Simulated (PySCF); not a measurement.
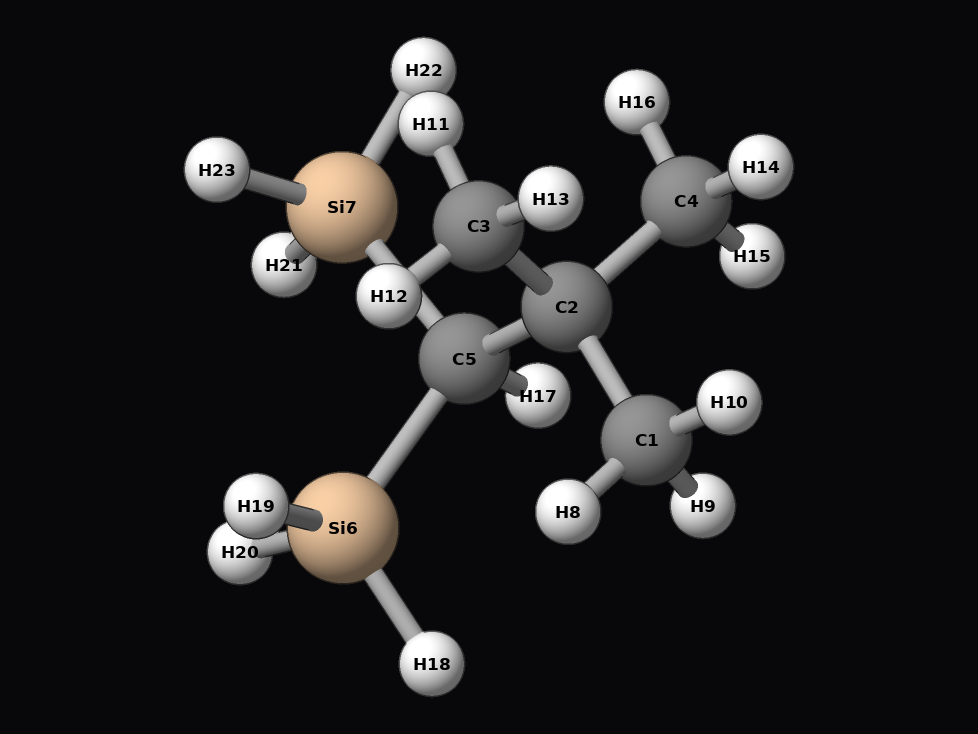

The geometry was computed by an optimisation with GFN2-xTB. No frequency run is at hand to confirm it as a minimum. Properties computed with GIAO PBE0/pcSseg-1 NMR shielding, non-relativistic, gas phase (PySCF 2.14.0). Principal shieldings σ11 ≤ σ22 ≤ σ33, span Ω = σ33 − σ11, skew κ = 3(σiso − σ22)/Ω.

Give the shielding tensors of the Si atoms.

| atom | σ11 | σ22 | σ33 | σiso | Ω | κ |
| --- | --- | --- | --- | --- | --- | --- |
| Si6 | 399.0 | 409.0 | 474.8 | 427.6 | 75.8 | 0.74 |
| Si7 | 392.9 | 408.6 | 474.7 | 425.4 | 81.9 | 0.62 |

Shieldings and span in ppm.

The geometry is semi-empirical. Around Si such bond lengths and angles can be off by a tenth of an ångström or more and by several degrees, and values that hang on the shape move with them.
